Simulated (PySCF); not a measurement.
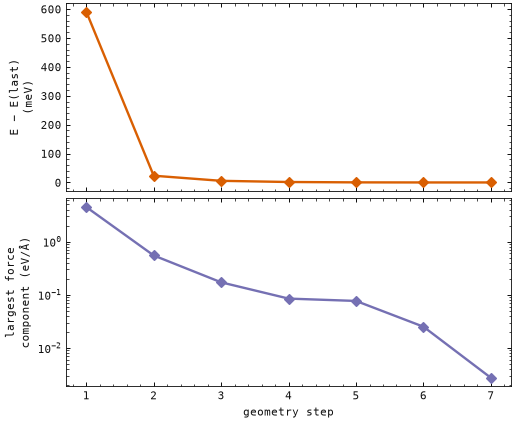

History of a geometry optimisation. The start has point group C3v, which is kept. A held symmetry can leave a saddle point.

- system: SeSe3 (SMILES [Se]=[Se+2]([Se-])[Se-])
- method: RKS-based PBE0, Se def2-TZVP; non-relativistic Hamiltonian; density fitting (PySCF)

### How did the optimisation end?

The optimisation met its thresholds at geometry 7, counting the start as the first. The energy fell by about 590 meV from the first step to the last. The largest force component goes from about 4.5 eV/Å at the start to 2.8 × 10⁻³ eV/Å at the end.

### By which step was nine tenths of the energy gained?

By step 2 of 7.
